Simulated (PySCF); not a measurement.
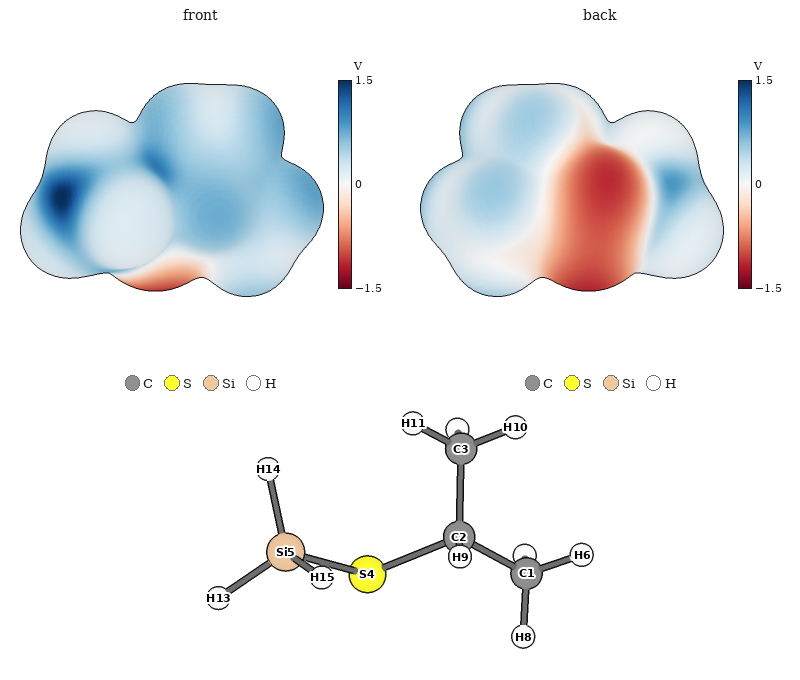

*C₃H₁₀SSi (SMILES CC(C)S[SiH3]). The molecular electrostatic potential painted on the density surface at 0.002 e/bohr³, seen from the front and from behind; the colour scale runs from red (negative) to blue (positive). The bare structure is drawn below in the same view.*

Geometry: GFN2-xTB.

These are results of PBE0/pcSseg-1, SCF density, gas phase, non-relativistic (PySCF 2.14.0), not measurements.

```csv
atom,x (Å),y (Å),z (Å)
C,-1.8693,-0.1455,-0.8735
C,-0.5701,0.1351,-0.1377
C,-0.6320,-0.3179,1.3103
S,0.7926,-0.7439,-1.0271
Si,2.5241,0.2967,-0.3342
H,-2.6885,0.3952,-0.4032
H,-2.0886,-1.2103,-0.8497
H,-1.7942,0.1654,-1.9124
H,-0.3341,1.2010,-0.1927
H,-1.4396,0.1998,1.8258
H,0.3015,-0.1058,1.8273
H,-0.8183,-1.3886,1.3566
H,3.5657,-0.1162,-1.2552
H,2.8238,-0.0803,1.0448
H,2.2225,1.7233,-0.4009
```

> Which sites attract a positive test charge, and which a negative one?

A positive charge is drawn to the negative regions and a negative charge to the positive ones. The most negative region (about −1.1 V) lies over S4, the most positive (about +1.4 V) over Si5.

> How polar is the molecule by this calculation?

Its dipole moment is 1.71 D.
